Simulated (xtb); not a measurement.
Energy landscape of H3As, singlet: map of symmetric stretch and umbrella angle. Scanned: As-H bond length and angle between the As-H bonds and the threefold axis (90 = planar).

Cartesian coordinates as functions of the variables (Å; names that start with a are angles):
```
As  0  0  0
H  r*sin(a)*cos(0*2*pi/3+0)  r*sin(a)*sin(0*2*pi/3+0)  0+r*cos(a)
H  r*sin(a)*cos(1*2*pi/3+0)  r*sin(a)*sin(1*2*pi/3+0)  0+r*cos(a)
H  r*sin(a)*cos(2*2*pi/3+0)  r*sin(a)*sin(2*2*pi/3+0)  0+r*cos(a)
```

Calculation: GFN1-xTB run with xtb 6.7.1.

Energy in mEh above the lowest grid point; x is the As-H bond length (Å), y the angle between the As-H bonds and the threefold axis (90 = planar) (°).

```
y \ x   1.34   1.41   1.48   1.55   1.62   1.69   1.76   1.83   1.90
-----  -----  -----  -----  -----  -----  -----  -----  -----  -----
130     33.5   11.5    4.1    6.0   14.2   27.0   43.6   63.2   85.3
126     27.3    6.5    0.0    2.7   11.5   24.9   41.8   61.8   84.1
122     26.4    6.6    0.9    4.1   13.3   26.9   43.9   63.9   86.2
118     30.3   11.4    6.3    9.8   19.2   32.7   49.5   69.2   91.2
114     38.2   20.2   15.6   19.5   28.8   42.0   58.5   77.6   99.0
110     49.6   32.5   28.6   32.7   41.9   54.7   70.5   88.9  109.5
106     63.6   47.7   44.6   49.1   58.3   70.6   85.6  103.0  122.5
102     78.9   64.7   62.9   68.2   77.6   89.6  103.7  119.9  138.1
98      93.6   81.4   81.7   88.7   99.1  111.3  124.7  139.7  156.4
94     104.8   94.8   97.7  107.6  120.8  134.7  148.4  162.5  177.5
90     109.1  100.2  104.5  116.8  133.8  153.5  171.5  185.6  199.1
```

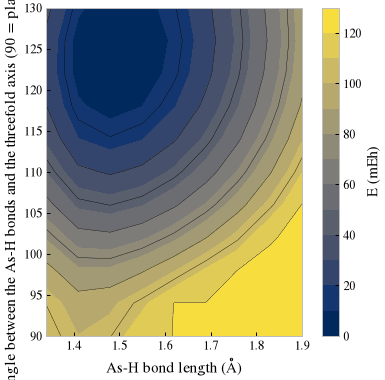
Figure. Energy surface, cut off at 120 mEh.

Points that lie below all their neighbours on the grid: x = 1.48, y = 126 (0.0 mEh).
